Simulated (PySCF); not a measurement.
# C₃H₅ClO₂Si: geometry, spin-spin couplings

Aim: predict the spin-spin couplings of C₃H₅ClO₂Si (`C[Si]1(Cl)OC=CO1`).

Programs: PySCF 2.14.0, with density-fitted response routines of our own. Each step states its level of theory. These are calculated values for one molecule in the gas phase, unless marked as measured. Atoms count from 0, in the outputs and in this text.

## Step 1: The molecule as given

12 atoms, charge 0, multiplicity 1; geometry from: GFN2-xTB. The atoms were then displaced at random by about 0.01 Å, so the start is not that level's minimum.

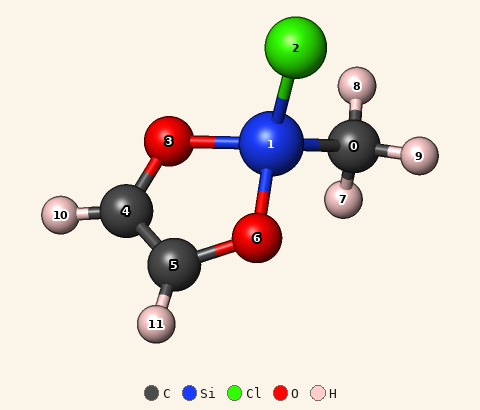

The starting geometry (carbon dark grey, silicon blue, chlorine green, oxygen red, hydrogen pink), atoms numbered.

## Step 2: Geometry optimisation at PBE0-D3(BJ)/def2-SVP

The job: settings as JSON, then the geometry in Å.

```
{"job": {"xc": "PBE0", "basis": "def2-SVP", "d3": "d3bj", "grid": 1, "shake": 0.01, "kind": "geom"}, "charge": 0, "multiplicity": 1}
C     -1.950350     0.299040    -0.384550
Si    -0.426550    -0.141530     0.584310
Cl    -0.900230    -0.671170     2.460800
O      0.554070    -1.282280    -0.160140
C      1.759790    -0.765380    -0.412050
C      1.890690     0.506990    -0.017150
O      0.772500     1.024390     0.553940
H     -1.726960     0.623970    -1.413560
H     -2.658540    -0.509400    -0.406000
H     -2.490040     1.145860     0.102000
H      2.466110    -1.412520    -0.858090
H      2.749200     1.153750    -0.073130
```

Run with:

```
> OMP_NUM_THREADS=1 python probes_run.py task.json out
```

One launch serves the whole session: the jobs run in the order shown.

The log of the run:

```text
step   0  E = -1016.58302286  max force = 0.029537
step   1  E = -1016.58742592  max force = 0.010196
step   2  E = -1016.58809570  max force = 0.005011
step   3  E = -1016.58835042  max force = 0.003237
step   4  E = -1016.58839614  max force = 0.003990
step   5  E = -1016.58848463  max force = 0.000895
step   6  E = -1016.58849160  max force = 0.000369
optimisation converged
```

Run time: 54 s. Hardware: 1 thread of Arm Neoverse V1, shared host; peak memory 0.56 GiB.

The steps of the relaxation:

| step | energy from step 0 (eV) | largest force component (eV/Å) |
| --- | --- | --- |
| 0 | 0.0000 | 1.5189 |
| 1 | -0.1198 | 0.5243 |
| 2 | -0.1380 | 0.2577 |
| 3 | -0.1450 | 0.1665 |
| 4 | -0.1462 | 0.2052 |
| 5 | -0.1486 | 0.0460 |
| 6 | -0.1488 | 0.0190 |

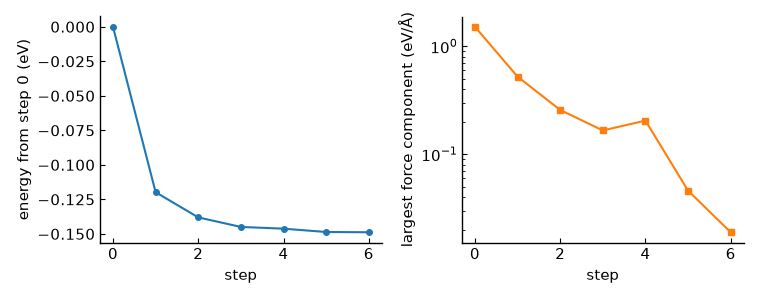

Energy and force, step by step.

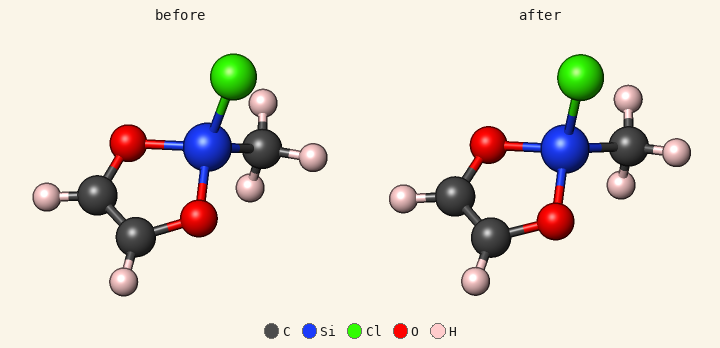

The geometry before (left) and after (right).

Close pairs (by a distance rule), those that changed most:

| bond | before (Å) | after (Å) | change (Å) |
| --- | --- | --- | --- |
| Si1–Cl2 | 2.007 | 2.058 | +0.051 |
| O3–C4 | 1.336 | 1.375 | +0.039 |
| C4–H10 | 1.057 | 1.089 | +0.032 |
| C0–H8 | 1.075 | 1.100 | +0.025 |
| C0–Si1 | 1.859 | 1.840 | -0.019 |
| C5–O6 | 1.358 | 1.375 | +0.017 |
| C0–H9 | 1.116 | 1.100 | -0.016 |
| Si1–O6 | 1.673 | 1.686 | +0.013 |

The final coordinates are the input of the step that follows.

| at the end point | value |
| --- | --- |
| point group (found at 0.08 Å tolerance) | Cs |
| rotational constants (GHz, main isotopes) | 2.794, 1.552, 1.347 |
| dipole moment (D) | 1.61 |

## Step 3: J couplings: B3LYP/6-31G*

The job: settings as JSON, then the geometry in Å.

```
{"job": {"kind": "j", "xc": "B3LYP", "basis": "6-31G*"}, "charge": 0, "multiplicity": 1}
C     -2.010730     0.384924    -0.175715
Si    -0.397021    -0.136307     0.537700
Cl    -0.666067    -0.795190     2.468689
O      0.444627    -1.284371    -0.366077
C      1.714567    -0.796435    -0.564392
C      1.914675     0.449366    -0.113377
O      0.816571     1.031964     0.473974
H     -1.868305     0.756778    -1.200681
H     -2.710865    -0.463398    -0.193814
H     -2.455172     1.182996     0.437579
H      2.426923    -1.455680    -1.057757
H      2.827601     1.041417    -0.152831
```

With the program's defaults for keys left out, this is: B3LYP/6-31G* indirect spin-spin coupling, non-relativistic, gas phase.

The log of the run:

```text
coarse grid: 11784 points
cycle   1  E = -1017.4794455536  dE =  1.131e+00  |g| = 9.036e-01  |ddm| = 3.451e+00
cycle   2  E = -1017.2455345662  dE =  2.339e-01  |g| = 1.433e+00  |ddm| = 1.997e+00
cycle   3  E = -1017.6379262968  dE = -3.924e-01  |g| = 1.606e-01  |ddm| = 1.322e+00
cycle   4  E = -1017.6436895748  dE = -5.763e-03  |g| = 3.691e-02  |ddm| = 1.814e-01
cycle   5  E = -1017.6440364656  dE = -3.469e-04  |g| = 7.346e-03  |ddm| = 4.130e-02
cycle   6  E = -1017.6440496926  dE = -1.323e-05  |g| = 1.819e-03  |ddm| = 9.881e-03
cycle   7  E = -1017.6440505015  dE = -8.089e-07  |g| = 5.276e-04  |ddm| = 2.356e-03
final grid: 106576 points
cycle   8  E = -1017.5669281424  dE = -1.049e-05  |g| = 5.165e-03  |ddm| = 1.424e-02
cycle   9  E = -1017.5669226836  dE =  5.459e-06  |g| = 7.135e-03  |ddm| = 1.121e-02
cycle  10  E = -1017.5669346899  dE = -1.201e-05  |g| = 1.264e-03  |ddm| = 6.667e-03
cycle  11  E = -1017.5669350389  dE = -3.490e-07  |g| = 2.111e-04  |ddm| = 1.279e-03
cycle  12  E = -1017.5669350476  dE = -8.667e-09  |g| = 1.011e-04  |ddm| = 2.745e-04
cycle  13  E = -1017.5669350496  dE = -2.055e-09  |g| = 2.254e-05  |ddm| = 1.015e-04
cycle  14  E = -1017.5669350497  dE = -1.028e-10  |g| = 6.513e-06  |ddm| = 2.509e-05
converged SCF energy = -1017.5669350497

Indirect spin-spin couplings (Hz)
  i      j    bonds     total        FC       PSO       DSO        SD
  0 C    1 Si   1    -97.543   -98.834     2.176    -0.141    -0.744
  0 C    3 O    2     -3.967    -4.220     0.242     0.010         -
  0 C    4 C    3      0.462     0.541    -0.002    -0.077         -
  0 C    5 C    3      0.466     0.544    -0.001    -0.077         -
  0 C    6 O    2     -3.990    -4.244     0.244     0.010         -
  0 C    7 H    1    142.650   140.607     1.267     0.777         -
  0 C    8 H    1    140.659   138.562     1.318     0.780         -
  0 C    9 H    1    140.460   138.358     1.321     0.780         -
  0 C   10 H    4      0.210     0.379     0.166    -0.335         -
  0 C   11 H    4      0.212     0.380     0.166    -0.334         -
  1 Si   3 O    1    -22.092   -15.559    -7.214     0.093     0.588
  1 Si   4 C    2     -0.351    -0.415     0.099    -0.014    -0.021
  1 Si   5 C    2     -0.356    -0.420     0.099    -0.014    -0.021
  1 Si   6 O    1    -22.050   -15.514    -7.216     0.093     0.587
  1 Si   7 H    2      7.023     6.814     0.360    -0.062    -0.089
  1 Si   8 H    2      6.324     6.434     0.129    -0.068    -0.172
  1 Si   9 H    2      6.443     6.551     0.132    -0.069    -0.171
  1 Si  10 H    3     -9.383    -9.518    -0.201     0.364    -0.028
  1 Si  11 H    3     -9.369    -9.504    -0.202     0.364    -0.028
  3 O    4 C    1     11.752    10.066     1.857    -0.171         -
  3 O    5 C    2     -0.856    -1.999     1.147    -0.004         -
  3 O    7 H    3      0.334     0.295     0.057    -0.018         -
  3 O    8 H    3      0.414     0.380     0.043    -0.009         -
  3 O    9 H    3     -3.332    -3.532    -0.034     0.234         -
  3 O   10 H    2    -15.808   -15.682    -0.222     0.096         -
  3 O   11 H    3     -0.003    -0.537     0.244     0.290         -
  4 C    5 C    1     97.945   105.450    -7.792     0.287         -
  4 C    6 O    2     -0.866    -2.008     1.146    -0.004         -
  4 C    7 H    4     -0.161    -0.084     0.035    -0.112         -
  4 C    8 H    4     -0.328    -0.141     0.127    -0.314         -
  4 C   10 H    1    199.033   198.165    -0.260     1.128         -
  4 C   11 H    2     13.321    14.526    -0.830    -0.374         -
  5 C    6 O    1     11.734    10.054     1.851    -0.171         -
  5 C    7 H    4     -0.166    -0.091     0.034    -0.109         -
  5 C    9 H    4     -0.333    -0.144     0.129    -0.318         -
  5 C   10 H    2     13.293    14.498    -0.831    -0.374         -
  5 C   11 H    1    199.153   198.287    -0.262     1.128         -
  6 O    7 H    3      0.317     0.281     0.061    -0.025         -
  6 O    8 H    3     -3.352    -3.552    -0.034     0.233         -
  6 O    9 H    3      0.434     0.398     0.041    -0.004         -
  6 O   10 H    3     -0.012    -0.546     0.244     0.290         -
  6 O   11 H    2    -15.793   -15.666    -0.223     0.096         -
  7 H    8 H    2    -15.935   -15.260     1.488    -2.163         -
  7 H    9 H    2    -15.948   -15.278     1.484    -2.154         -
  7 H   10 H    5     -0.410    -0.033     0.461    -0.838         -
  7 H   11 H    5     -0.398    -0.027     0.456    -0.827         -
  8 H    9 H    2    -17.564   -16.986     1.489    -2.068         -
  8 H   10 H    5     -0.550    -0.041     0.592    -1.101         -
  8 H   11 H    5     -0.207     0.492     0.732    -1.431         -
  9 H   10 H    5     -0.210     0.492     0.734    -1.436         -
  9 H   11 H    5     -0.564    -0.050     0.596    -1.111         -
 10 H   11 H    3      2.093     2.635     0.358    -0.900         -
```

It took 16 s on 1 thread of Arm Neoverse V1, shared host; peak memory 0.72 GiB.

The basis is not made for couplings: without tight functions at the nuclei these values are rough.

Couplings of 1 Hz or more over one to four bonds, nine at most for each number, with means over like pairs (isotopes 13C, 1H, 17O, 29Si):

| pair | bonds | J (Hz) | Fermi contact (Hz) | dihedral (°) |
| --- | --- | --- | --- | --- |
| C4–H10 | 1 | 199.1 | 198.2 | – |
| C0–H7 | 1 | 141.3 | 139.2 | – |
| C4–C5 | 1 | 97.9 | 105.5 | – |
| C0–Si1 | 1 | -97.5 | -98.8 | – |
| Si1–O3 | 1 | -22.1 | -15.5 | – |
| O3–C4 | 1 | 11.7 | 10.1 | – |
| H7–H8 | 2 | -16.5 | -15.8 | – |
| O3–H10 | 2 | -15.8 | -15.7 | – |
| C4–H11 | 2 | 13.3 | 14.5 | – |
| Si1–H7 | 2 | 6.6 | 6.6 | – |
| C0–O3 | 2 | -4.0 | -4.2 | – |
| Si1–H10 | 3 | -9.4 | -9.5 | 175 |
| H10–H11 | 3 | 2.1 | 2.6 | 0 |

The spin-dipole term was solved for some atoms only; pairs without it lack that part.

The response was solved for the nuclei of C, H, Si alone, so couplings that need other nuclei can be missing.

Quadrupole couplings from the field gradients of the same density:

| atom | isotope | eQq/h (MHz) | η |
| --- | --- | --- | --- |
| Cl2 | 35Cl | -36.4 | 0.10 |
| O6 | 17O | -8.262 | 0.35 |
| O3 | 17O | -8.259 | 0.35 |

## Step 4: Outcome

| quantity | value |
| --- | --- |
| point group | Cs |
| rotational constants (main isotopes) | 2.79, 1.55, 1.35 GHz |
| largest coupling of the table (B3LYP/6-31G*) | 1J(C,H) C4–H10, 199.1 Hz (mean over like pairs) |

**Reading.** The start of the PBE0/def2-SVP relaxation was shaken at random by about 0.01 Å, so part of the energy gained, and of the first lengths quoted, undoes that. Relaxing lowered the energy by 0.149 eV in 6 steps; the close pair that moved most is Si1–Cl2, from 2.007 to 2.058 Å. Of the pairs tabulated at B3LYP/6-31G*, C4–H10 (mean over like pairs) couples most strongly (199.1 Hz; Fermi contact 198.2 Hz). Couplings across rotatable bonds belong to this one conformer; where others are populated, the observed values are averages. Couplings from bases without tight functions are rough.
